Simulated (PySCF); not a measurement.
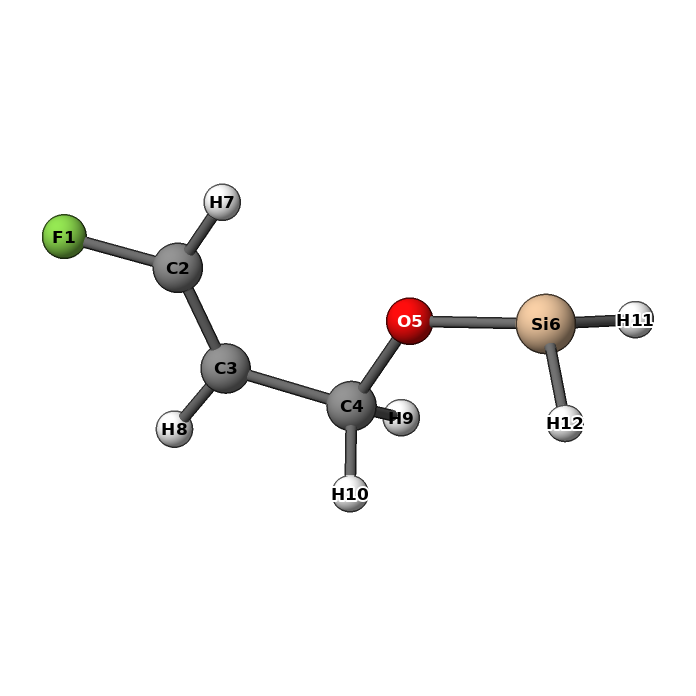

The questions are on Mulliken spin populations. Charge 0, doublet. The geometry was computed by an optimisation with GFN2-xTB. No frequency run is at hand to confirm it as a minimum. Properties computed with UKS B3LYP, pcH-1 on C F H O Si, non-relativistic (PySCF 2.14.0).

Give the Mulliken spin populations atom by atom.

| atom | value (e) |
| --- | --- |
| F1 | 0.00 |
| C2 | 0.00 |
| C3 | 0.00 |
| C4 | 0.02 |
| O5 | 0.00 |
| Si6 | 0.94 |
| H7 | 0.00 |
| H8 | 0.00 |
| H9 | 0.00 |
| H10 | 0.00 |
| H11 | 0.02 |
| H12 | 0.02 |

Mulliken values depend strongly on the basis set. The geometry is semi-empirical. Around Si such bond lengths and angles can be off by a tenth of an ångström or more and by several degrees, and values that hang on the shape move with them.
